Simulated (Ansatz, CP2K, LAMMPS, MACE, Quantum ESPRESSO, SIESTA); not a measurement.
# Amorphous 93SiO2-7B2O3 (mol %) (88 atoms): one relaxed cell, several methods

Aim: relax amorphous 93SiO2-7B2O3 (mol %) (88 atoms), then compare forces, pressure and levels from several programs at that geometry.

All numbers are calculated, not measured.

### Step 1. Set-up

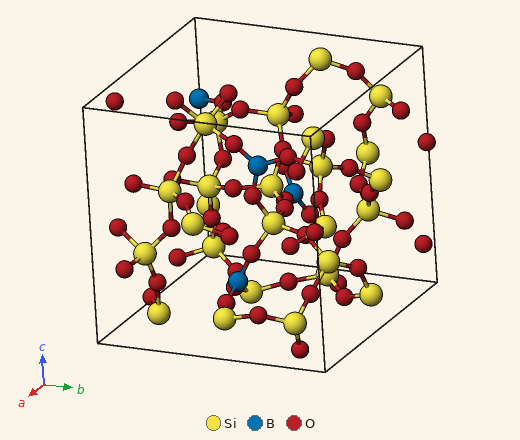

The cell (silicon yellow, boron blue, oxygen red). Bonds to atoms that aren't drawn are left out. Some periodic images of atoms are drawn too.

The cell holds 88 atoms (26 Si, 4 B and 58 O), with edges of 10.93, 10.93 and 10.93 Å. Recipe: 88 atoms (26 Si, 4 B, 58 O) placed at random at 2.16 g/cm³, melted at 4000 K for 10 ps at fixed volume with the Buckingham and Coulomb pair potential of Guillot and Sator (Geochim. Cosmochim. Acta 71, 1249 (2007)) with the boron terms of Wang et al. (J. Non-Cryst. Solids 498, 294 (2018)). Quenched from 4000 K to 300 K at 100 K/ps and fixed volume, held 5 ps, then minimised at fixed cell. Then the atoms were relaxed with MACE MP-0b3 medium in the fixed cell. Then the atoms were relaxed with CP2K double zeta, PBE.

### Step 2. The relaxation

CP2K double zeta (DZVP-MOLOPT-SR, GTH-PBE potentials, 480 Ry; k-points Γ) took 22 geometry steps and reached its thresholds. It started from the geometry that MACE MP-0b3 medium had relaxed.

Run time: 9.4 min. Hardware: 4 MPI ranks of Intel Xeon Platinum 8488C (Sapphire Rapids), shared host; peak memory 2.5 GiB.

```tsv
	before	after
energy (meV/atom)	0	-2.0
Si-O bonds under 2.16 Å	105 at 1.661 Å	105 at 1.664 Å
B-O bonds under 1.82 Å	12 at 1.387 Å	12 at 1.391 Å
```

Atoms moved by 0.03 Å r.m.s. and 0.07 Å at most, with the common shift taken off.

### Step 3. Local order after relaxation

Density 2.16 g/cm³, 14.83 Å³ an atom.

g(r), total and by pair (bins of 0.2 Å):

```tsv
r (Å)	total	O-O	O-Si	O-B	Si-Si	Si-B	B-B
1.30	0.57	0.00	0.00	9.45	0.00	0.00	0.00
1.50	0.37	0.00	0.28	4.41	0.00	0.00	0.00
1.70	4.96	0.00	12.76	0.00	0.00	0.00	0.00
1.90	0.04	0.00	0.09	0.00	0.00	0.00	0.00
2.10	0.00	0.00	0.00	0.00	0.00	0.00	0.00
2.30	0.17	0.38	0.00	0.00	0.00	0.00	0.00
2.50	0.80	1.74	0.00	0.00	0.00	1.53	0.00
2.70	1.98	4.48	0.00	0.29	0.00	0.70	0.00
2.90	0.72	0.90	0.17	0.53	1.07	5.24	0.00
3.10	0.65	0.42	0.25	0.24	4.10	0.00	0.00
3.30	0.66	0.52	0.44	1.02	2.29	0.00	0.00
3.50	0.80	0.73	1.01	1.28	0.12	0.00	0.00
3.70	1.08	0.83	1.58	1.47	0.00	0.36	0.00
3.90	1.25	0.67	1.87	2.65	0.30	1.31	0.00
4.10	1.17	0.74	1.70	1.20	0.64	2.07	0.00
4.30	1.18	0.82	1.69	0.86	0.92	1.05	0.00
4.50	1.02	1.05	0.92	0.89	1.22	1.47	0.00
4.70	0.96	1.30	0.55	1.00	1.05	1.12	0.00
4.90	1.12	1.23	0.81	0.92	1.79	1.87	2.73
5.10	1.02	1.47	0.59	0.35	1.11	1.16	0.00
5.30	0.94	1.12	0.81	0.72	0.78	0.70	2.25
```

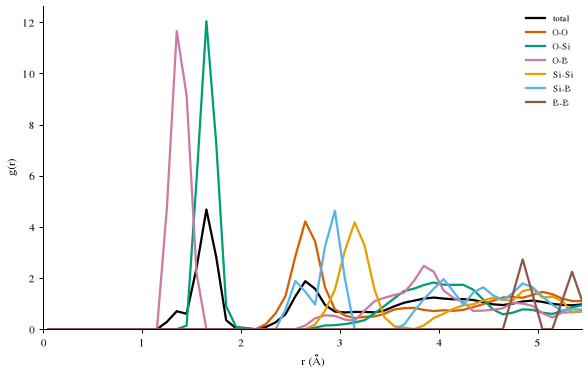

Pair distribution functions, lightly smoothed.

Bonds by pair of elements; cutoffs follow the first minimum of g(r), held within bounds set by covalent radii, and pairs that aren't listed don't count as bonded:

```tsv
pair A-B	cutoff (Å)	bonds	mean length (Å)	spread (Å)	shortest (Å)	B about A	A about B
O-Si	2.16	105	1.66	0.046	1.59	1.81	4.04
O-B	1.82	12	1.39	0.014	1.37	0.207	3
```

How many atoms have how many bonded neighbours:

```tsv
element	mean	2	3	4	5
B	3	0	4	0	0
O	2.02	57	1	0	0
Si	4.04	0	0	25	1
```

Bond angles, per cent of each kind in bins of 5°:

```tsv
angle (°)	O-Si-O	Si-O-Si	B-O-Si	O-B-O
85–90	1.9	0.0	0.0	0.0
90–95	1.9	0.0	0.0	0.0
95–100	5.6	0.0	0.0	0.0
100–105	18.1	0.0	0.0	0.0
105–110	29.4	0.0	0.0	0.0
110–115	23.7	0.0	8.3	0.0
115–120	12.5	4.2	8.3	50.0
120–125	2.5	6.2	8.3	50.0
125–130	1.2	12.5	0.0	0.0
130–135	0.6	6.2	0.0	0.0
135–140	1.9	8.3	8.3	0.0
140–145	0.0	14.6	16.7	0.0
145–150	0.0	12.5	25.0	0.0
150–155	0.0	8.3	8.3	0.0
155–160	0.0	12.5	8.3	0.0
160–165	0.0	10.4	8.3	0.0
165–170	0.0	2.1	0.0	0.0
170–175	0.6	2.1	0.0	0.0
```

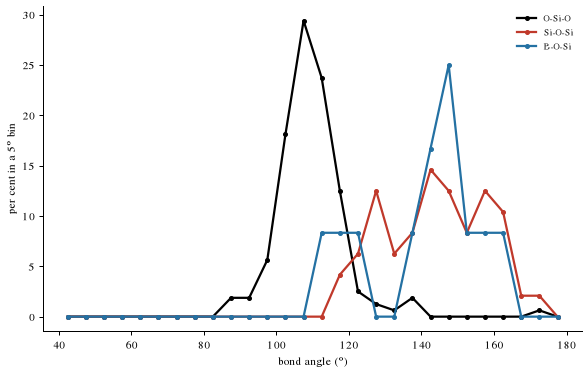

Distributions of the most common bond angles.

Bond angles (no mean is given where the spread exceeds 20°):

```tsv
angle	count	mean (°)	spread (°)
O-Si-O	160	109	9.7
Si-O-Si	48	144	14.2
B-O-Si	12	141	15.3
O-B-O	12	120	1.5
```

Oxygen atoms by the number of network formers (Si, P, Ge, B, Al, As, Ga) bound to them:

```tsv
network formers bound to O	O atoms	per cent
0	0	0
1	0	0
2	57	98.3
3	1	1.7
```

Network units: each former by its oxygen neighbours and how many of them bridge to another former:

```tsv
former	O neighbours	bridging O	atoms
Si	4	4	25
Si	5	5	1
B	3	3	4
```

Bond length by coordination (bonds to H left out):

```tsv
element	coordination	atoms	mean bond length (Å)
O	2	57	1.63
O	3	1	1.83
Si	4	25	1.66
Si	5	1	1.76
```

Rings of the network by King's shortest-path rule, up to 12 atoms, one path for each pair of neighbours; H, halogens, alkali and alkaline-earth atoms are left out, and the last column divides by all other atoms, bonded or not:

```tsv
ring size (atoms)	rings	per network atom
6	2	0.023
8	5	0.057
10	14	0.159
12	14	0.159
```

By these cutoffs all B atoms have 3, 98 % of O atoms have 2 and 96 % of Si atoms have 4 bonded neighbours. The O-Si-O angle averages 109° with a spread of 10°. 98 % of the oxygens bridge two formers (Si and B) and 0 % are non-bridging; 2 % join three. The commonest Si unit has 4 oxygens, 4 of them shared with other formers (25 of 26 atoms). Rings of 10 and 12 atoms are the most common (40 % each of those counted); sizes run from 6 to 12, where the search stops.

### Step 4. The plane-wave reference

Quantum ESPRESSO 7.5: Kohn-Sham DFT, PBE, SSSP efficiency 1.3.0 pseudopotentials, plane waves. Its input for the relaxed cell:

```
&control
  calculation = 'scf'
  pseudo_dir = './pseudo'
  outdir = './tmp'
  disk_io = 'none'
  tprnfor = .true.
  tstress = .true.
/
&system
  ibrav = 0
  nat = 88
  ntyp = 3
  ecutwfc = 60
  ecutrho = 480
  nosym = .true.
  occupations = 'smearing'
  smearing = 'fd'
  degauss = 0.003675
/
&electrons
  conv_thr = 4.4e-07
  electron_maxstep = 100
  mixing_beta = 0.4
  mixing_mode = 'plain'
  diagonalization = 'david'
/
ATOMIC_SPECIES
Si 28.085 Si.upf
B 10.810 B.upf
O 15.999 O.upf
CELL_PARAMETERS angstrom
10.92910 0.00000 0.00000
0.00000 10.92910 0.00000
0.00000 0.00000 10.92910
ATOMIC_POSITIONS crystal
Si 0.91342 0.83497 0.15414
Si 0.41052 0.99113 0.58964
Si 0.69132 0.88408 0.33682
[... 83 atom lines left out ...]
O 0.60566 0.04672 0.05292
O 0.32591 0.76137 0.27923
K_POINTS gamma
```

Elapsed: 2.7 min, on 4 MPI ranks of Intel Xeon Platinum 8488C (Sapphire Rapids), shared host; peak memory 4.3 GiB; 11 min of CPU time.

### Step 5. Side by side

CPU times are from a shared host and are rough.

| level | basis or training data | k-points | own r.m.s. force (meV/Å) | difference from the reference (meV/Å) | pressure (GPa) | Kohn-Sham gap (eV) | CPU time | memory (GiB) |
| --- | --- | --- | --- | --- | --- | --- | --- | --- |
| QE, PBE | plane waves, SSSP efficiency, 60/480 Ry | Γ | 104 | - | -6.34 | 3.92 | 11 min | 4.3 |
| CP2K triple zeta, PBE | TZV2P-UZH, GTH-PBE potentials, 600 Ry | Γ | 132 | 110 | -7.25 | 3.91 | 13 min | 5.4 |
| SIESTA DZP, PBE | DZP orbitals, shift 0.01 Ry, mesh 400 Ry | Γ | 150 | 153 | -4.01 | 3.89 | 4.7 min | 2.2 |
| MACE MP-0b3 medium | trained on PBE(+U) plane-wave data | - | 114 | 60 | -6.04 | - | 9.6 s | 1.0 |

The gap is the spacing of the highest filled and lowest empty Kohn-Sham level on the mesh; a dash marks partly filled levels, a spacing under 0.15 eV or a method without such levels.

### Step 6. Findings

Relaxation in the fixed cell lowers the energy by 2 meV/atom at its own level and moves atoms by up to 0.07 Å. The reference finds an r.m.s. force of 104 meV/Å there and a pressure of -6.34 GPa, at a geometry that CP2K double zeta made. Forces differ from the reference's by 60 meV/Å (MACE MP-0b3 medium), 110 meV/Å (CP2K triple zeta, PBE) and 153 meV/Å (SIESTA DZP, PBE).

CP2K double zeta is at its own minimum here, so the reference's force is itself a measure of how the two differ. Pressures lie +0.3 GPa (MACE MP-0b3 medium), -0.9 GPa (CP2K triple zeta, PBE) and +2.3 GPa (SIESTA DZP, PBE) from the reference's. The highest filled and lowest empty levels lie 3.92 eV apart in the reference, against 3.91 eV in CP2K triple zeta, PBE and 3.89 eV in SIESTA DZP, PBE. By these cutoffs all B atoms have 3, 98 % of O atoms have 2 and 96 % of Si atoms have 4 bonded neighbours. 98 % of the oxygens bridge two formers (Si and B) and 0 % are non-bridging; 2 % join three.

Caveats: The density was set by the recipe and held. One sample of a disordered cell; defect or tail levels can set the gap. Gaps are read on the mesh, which holds the band edges only if they fold onto it, and semilocal functionals tend to put them under measured ones. The quench rate of 100 K/ps is many orders above laboratory rates, so the cell is likely richer in defects and strain than a real sample. The reference samples only Γ, in a cell whose shortest periodic width is 11 Å. The plane-wave runs aren't exact: their cutoffs and mesh weren't converged further here. SIESTA's automatically made basis is far from complete, and its potentials were converted by us (checked for H, C, O, Si, Ge and Ca alone). Where levels are smeared, the DFT runs use Fermi–Dirac occupations at 580 K (0.05 eV), and energies are free energies.

[Logs are printed without paths, hosts, clocks, repeated set-up lines and the standing remarks that a program may print on its own settings, such as how far it seeks lower states.]

[Hosts, paths, dates, database ids (printed as entryN), source tags and the programs' standing remarks are cut or masked in the printed files.]
